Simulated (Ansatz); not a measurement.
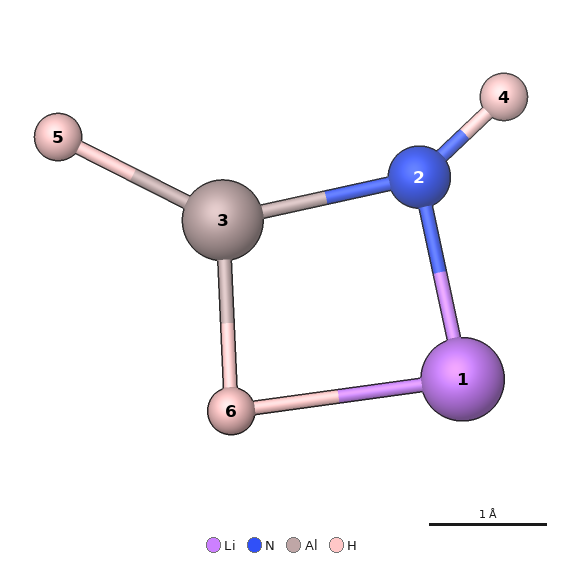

The picture comes from a calculation with Ansatz.

Orthographic view. Atoms fade into the background with distance from the viewer. Geometry: moved along internal coordinates away from the minimum.

Give the geometry as a Z-matrix, atoms in numerical order, with these reference atoms: 2 to 1; 3 to 2, 1; 4 to 2, 3, 1; 5 to 3, 2, 4; 6 to 3, 5, 2.

```
Li 
N    1   1.786
Al   2   1.735   1    89.2
H    2   1.008   3   149.0   1   180.0
H    3   1.586   2   140.5   4     0.0
H    3   1.651   5   119.2   2   180.0
```
